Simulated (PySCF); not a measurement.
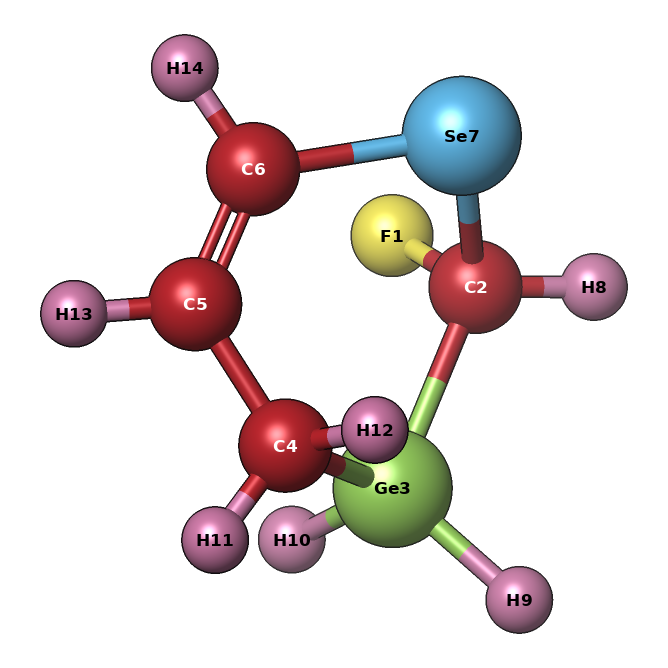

Computed geometry: GFN2-xTB optimisation. No frequency run is at hand to confirm it as a minimum. Method: B3LYP/pcJ-1 (pcSseg-1 on Ge) (pcSseg-1 on Se) indirect spin-spin coupling, non-relativistic, gas phase (PySCF 2.14.0). Isotopes: 13C, 19F, 1H.

Give the spin–spin coupling constants of these pairs, with the number of bonds between them: F1/C2, F1/H8, F1/H10, F1/C6, F1/H9.

```tsv
pair	bonds apart	J (Hz)
F1, C2	1	−314.0
F1, H8	2	53.3
F1, H10	3	11.6
F1, C6	3	−1.7
F1, H9	3	23.0
```

Density functionals are unreliable for couplings to fluorine, so those rows may be far off.

The geometry is semi-empirical. Around Ge, Se such bond lengths and angles can be off by a tenth of an ångström or more and by several degrees, and values that hang on the shape move with them.
